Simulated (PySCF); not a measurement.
C₇H₁₁NSi (SMILES c1ccn(C2C[SiH2]C2)c1)

```yaml
atoms:
  - { symbol: C, position_ang: [2.8098, 0.0930, -0.4416] }
  - { symbol: C, position_ang: [2.6578, -0.3575, 0.8974] }
  - { symbol: C, position_ang: [1.3115, -0.3095, 1.1927] }
  - { symbol: N, position_ang: [0.6439, 0.1502, 0.0887] }
  - { symbol: C, position_ang: [-0.7844, 0.3455, -0.0154] }
  - { symbol: C, position_ang: [-1.6807, -0.8991, 0.2086] }
  - { symbol: Si, position_ang: [-3.0131, 0.3029, 0.8310] }
  - { symbol: C, position_ang: [-1.4290, 1.3387, 0.9842] }
  - { symbol: C, position_ang: [1.5492, 0.3973, -0.9089] }
  - { symbol: H, position_ang: [3.7381, 0.1849, -1.0021] }
  - { symbol: H, position_ang: [3.4463, -0.6816, 1.5740] }
  - { symbol: H, position_ang: [0.7815, -0.5687, 2.1068] }
  - { symbol: H, position_ang: [-0.9611, 0.7189, -1.0365] }
  - { symbol: H, position_ang: [-1.2991, -1.4963, 1.0527] }
  - { symbol: H, position_ang: [-1.8107, -1.5616, -0.6576] }
  - { symbol: H, position_ang: [-3.7751, -0.0378, 2.0687] }
  - { symbol: H, position_ang: [-3.9589, 0.7726, -0.2252] }
  - { symbol: H, position_ang: [-1.3607, 2.4026, 0.7210] }
  - { symbol: H, position_ang: [-0.9980, 1.1975, 1.9889] }
  - { symbol: H, position_ang: [1.2192, 0.7718, -1.8760] }
```

Geometry: PBE0-D3(BJ)/def2-SVP.

Theory: PySCF 2.14.0, PBE0/pcSseg-1, SCF density, gas phase, non-relativistic.

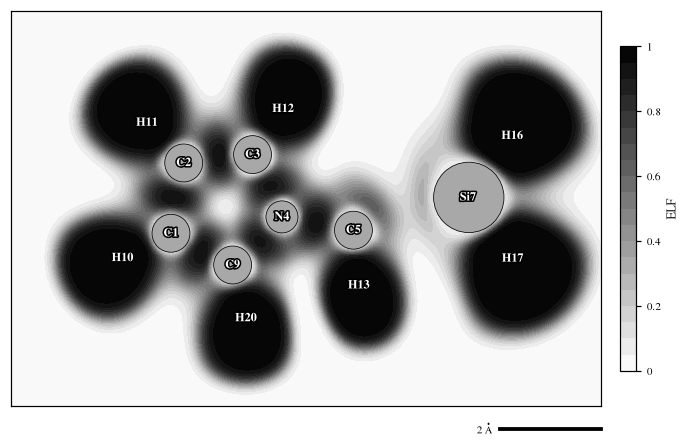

Figure 1. Electron localisation function on the plane of atoms C2, C3 and N4. Grey discs cover the atomic cores.

**Interpret the plot.**

- Atoms in the plane: C, N, Si and H.
- C–N (1.37 Å): the ELF peaks at about 0.90 between the atoms: localised, covalent bonding.
- C–C (1.38 Å): the ELF peaks at about 0.95 between the atoms (a covalent bond).
- C–H (1.09 Å): the ELF climbs to about 1 towards the hydrogen, as it does in any bond to H; an ordinary covalent bond to hydrogen.
- C–C (1.42 Å): the ELF peaks at about 0.95 between the atoms (a covalent bond).
- C–N (1.45 Å): the ELF peaks at about 0.95 between the atoms (a covalent bond).

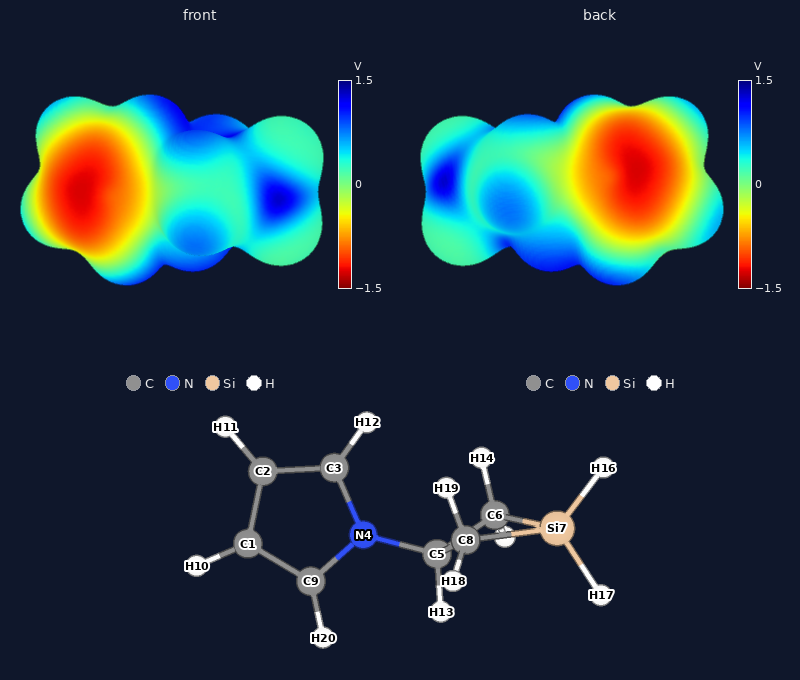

Figure 2. The electrostatic potential painted on the density surface at 0.002 e/bohr³, seen from the front and from behind; red is negative and blue positive. The bare structure is drawn below in the same view.

**Which sites attract a positive test charge, and which a negative one?**

A positive charge is drawn to the negative regions and a negative charge to the positive ones. The most negative region (about −1.3 V) lies over the π face of C1 and C2, the most positive (about +1.2 V) over Si7.
